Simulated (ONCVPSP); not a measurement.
```json
{
 "Element": "Cd (Z = 48)",
 "Generator": "ONCVPSP 4.0.1",
 "Type": "optimised norm-conserving Vanderbilt (ONCV)",
 "Functional": "LDA (Perdew-Zunger)",
 "Relativity": "fully relativistic",
 "Frozen core": "[Ar] 3d10",
 "Valence charge": "20",
 "Reference configuration": "4s2 4p6 4d10 (charge +2)",
 "Partial waves": "4s: rc 1.30 bohr, ncon 4, nbas 8, qcut 10.5 1/bohr, 2 projectors, debl 3.7 Ha; 4p: rc 1.30 bohr, ncon 3, nbas 7, qcut 9 1/bohr, 2 projectors, debl 2.1 Ha; 4d: rc 1.55 bohr, ncon 4, nbas 9, qcut 11.2 1/bohr, 2 projectors, debl 1.6 Ha",
 "Local potential": "polynomial inside 1.25 bohr (lpopt 5, dvloc0 1 Ha)",
 "Core correction": "none"
}
```

In the s channel the program set the typed energies aside and used -4.586, 0.250 Ha. In the p channel the program set the typed energies aside and used -3.093, 0.250 Ha.

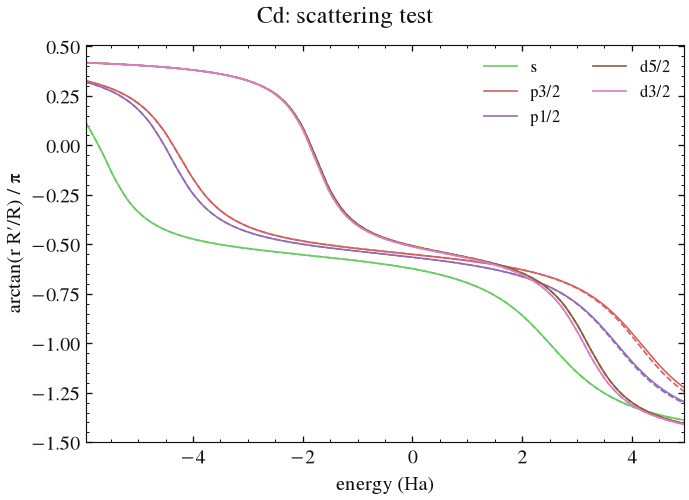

Unwrapped phase arctan(r R′/R) in units of π against energy, all-electron (solid) and pseudo (dashed); the pseudo phase is matched to the all-electron one at the reference energy. Here R(r) is the radial function.

Q: Is there a sign of a ghost state?

A: The plot shows none: the two phases stay within 0.06 rad of each other in all channels drawn. The separate test gives: no bound ghost flagged; no localised positive-energy state flagged.

Q: Over which energies does the pseudo-atom scatter like the all-electron atom (phases within 0.05 rad)?

A: s: over the whole range drawn; p3/2: up to about 4.0 Ha; p1/2: over the whole range drawn; d5/2: over the whole range drawn; d3/2: over the whole range drawn.

Q: Where are the poles, the energies at which the radial function vanishes at the test radius? (There the phase passes a half-integer multiple of π.)

A: s: all-electron at -3.5 Ha, pseudo at -3.5 Ha; p3/2: all-electron at -1.6 Ha, pseudo at -1.6 Ha; p1/2: all-electron at -2.0 Ha, pseudo at -2.0 Ha; d5/2: all-electron at -0.1 Ha, pseudo at -0.1 Ha; d3/2: all-electron at -0.2 Ha, pseudo at -0.2 Ha.
